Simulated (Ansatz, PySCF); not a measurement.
N2 (SMILES N#N) and C3H4 (SMILES C=C=C) are pulled apart as rigid monomers along the line of their centres of mass, from the B3LYP-D3(BJ)/def2-TZVP minimum. Starting geometry (charge 0, multiplicity 1):
```xyz
9

N      0.304     1.698     0.848
N      0.315     0.744     0.319
C     -0.072    -1.539     3.212
C     -0.089    -0.351     3.739
C     -0.104     0.841     4.256
H     -0.983    -2.016     2.868
H      0.853    -2.092     3.098
H      0.010     1.724     3.637
H     -0.231     0.992     5.322
```

Interaction energies with rigid monomers; basis-set methods are counterpoise corrected unless marked otherwise.

Cores are frozen in the correlated methods. Rows in 6-311+G** carry no dispersion term and start afresh at each structure.

The values were computed with Ansatz (a program for electronic structure); PySCF for 6-311+G** rows, the dispersion terms. Each number belongs to the level named beside it.

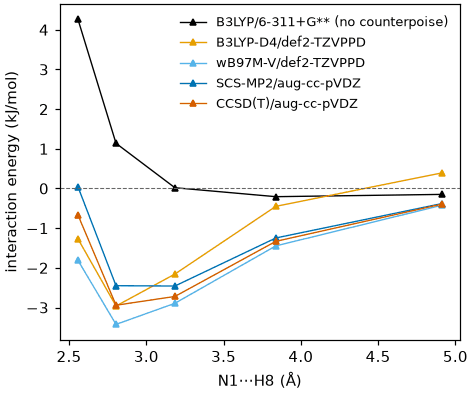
Fig. 1. Interaction energy against separation

Q: Which level binds most strongly at N1···H8 = 2.80, and by how much?

A: wB97M-V/def2-TZVPPD, -3 kJ/mol.
